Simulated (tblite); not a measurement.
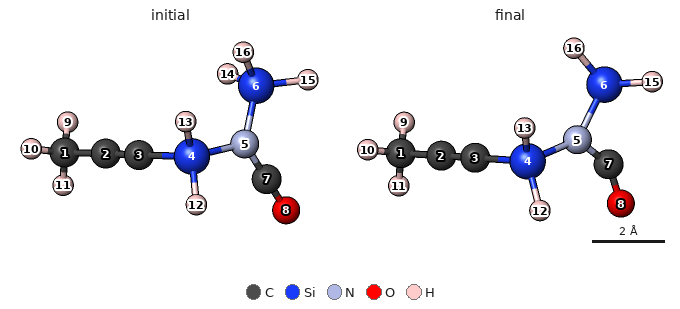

The structure of C4H8NOSi2 (multiplicity 2) before (left) and after (right) a relaxation, at one scale.

A ball-and-stick model, seen at a tilt.

Computed with GFN2-xTB geometry optimisation, gas phase in tblite 0.8.0. 

Describe what moved and what it gained.

The largest move after the best rigid fit is that of H14, 0.97 Å. By element the largest moves are H 0.97 Å, C 0.44 Å, O 0.28 Å, Si 0.26 Å, N 0.25 Å. Near-neighbour distances that change, for instance: Si6–C7 2.630 → 2.232 Å, Si4–Si6 2.972 → 3.353 Å, N5–Si6 1.719 → 1.781 Å, Si4–N5 1.734 → 1.787 Å. Bond angles that change, for instance: N5–C7–O8 179.3° → 144.7°, Si6–N5–C7 119.1° → 91.8°, Si4–N5–Si6 118.7° → 140.0°. After 121 geometry steps the energy has fallen by 20.5 kcal/mol.
